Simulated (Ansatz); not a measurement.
Converging the k-point mesh: H4BrN (R3m, 6 atoms in the cell)

```
CELL_PARAMETERS angstrom
      4.01210     0.00000     0.00000
      0.00000     4.01210     0.00000
      0.00000     0.00000     4.01210
ATOMIC_POSITIONS crystal
  H  0.14921 0.14921 0.85079
  H  0.14921 0.85079 0.14921
  H  0.85798 0.85798 0.85798
  H  0.85079 0.14921 0.14921
  Br 0.50000 0.50000 0.50000
  N  0.00000 0.00000 0.00000
```

Method of the run: LDA (PW92), default PAW files made with PBE (plane waves; Ansatz, a program for electronic structure).

Base settings: basis.ecutwfc = 420 eV; kpoints.mp_grid.grid = 6 6 6; hamiltonian.xc = lda; hamiltonian.pseudopotentials = {kind: paw} (the program's default PAW files); scf.occupations.method = fixed.

The second cell is the first with its lattice scaled by 0.98.

Only quantities that move along the ladder and can be compared are tabulated.

The count of work is k-points × plane waves × bands × iterations; it is no time. 

The starting cell comes from a database of computed structures (which also holds hypothetical and non-ambient phases and stackings), without a prior relaxation at this level. Its lattice was rescaled by up to half a per cent. One atom was moved a little off its site on purpose. In the base run, forces exceed 1 eV/Å. Ansatz's pressure includes its estimate of the finite-basis (Pulay) stress.

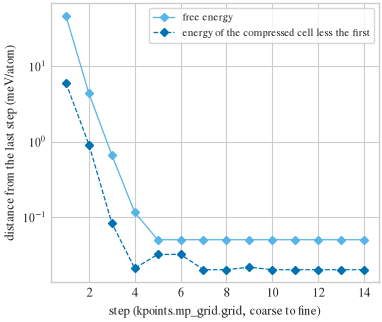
Fig. 1. Distance from the last step along the ladder; very small values are drawn at a floor.

```tsv
kpoints.mp_grid.grid	free energy less the last step's (meV/atom)	energy of the compressed cell less the first (meV/atom)	pressure (GPa)	largest difference of a force vector from the last step's (eV/Å)	gap on the mesh (eV)	count of work / last
2 2 2	46.36	19.18	2.60	0.044	3.772	0.0069
3 3 3	4.37	14.11	1.36	0.008	3.962	0.010
4 4 4	0.66	13.28	1.22	0.001	3.891	0.022
5 5 5	0.12	13.17	1.19	0.000	3.931	0.033
6 6 6	0.03	13.16	1.18	0.000	3.895	0.055
7 7 7	-0.02	13.23	1.19	0.000	3.914	0.076
8 8 8	0.01	13.19	1.19	0.000	3.895	0.11
9 9 9	0.01	13.18	1.19	0.000	3.907	0.15
10 10 10	0.00	13.21	1.19	0.000	3.895	0.20
11 11 11	0.00	13.20	1.19	0.000	3.903	0.25
12 12 12	0.01	13.19	1.19	0.000	3.895	0.33
13 13 13	0.00	13.21	1.19	0.000	3.901	0.40
15 15 15	0.00	13.19	1.19	0.000	3.899	0.59
16 16 16	0.00	13.19	1.19	0.000	3.895	0.72
18 18 18	0.00	13.19	1.19	0.000	3.895	1.0
```

Coarsest kpoints.mp_grid.grid that holds the forces within 0.005 eV/Å of the last step, with all finer ones: 4 4 4, at 0.022 of the last step's count of work; the step before is off by 0.008 eV/Å.

Coarsest kpoints.mp_grid.grid that holds the energy of the compressed cell less the first within 0.5 meV/atom of the last step, with all finer ones: 4 4 4, at 0.022 of the last step's count of work; the step before is off by 0.91 meV/atom.

Coarsest kpoints.mp_grid.grid that holds the pressure within 0.5 GPa of the last step, with all finer ones: 3 3 3, at 0.010 of the last step's count of work; the step before is off by 1.4 GPa.

The energy difference between the two cells stays within 1 meV/atom of the last step's from 3 3 3 on, the total only from 4 4 4 on: much of the error is common to both cells and cancels.

The gap on the mesh jumps up and down from mesh to mesh; it is no smooth measure of convergence.

Keys are those of Ansatz 0.2.
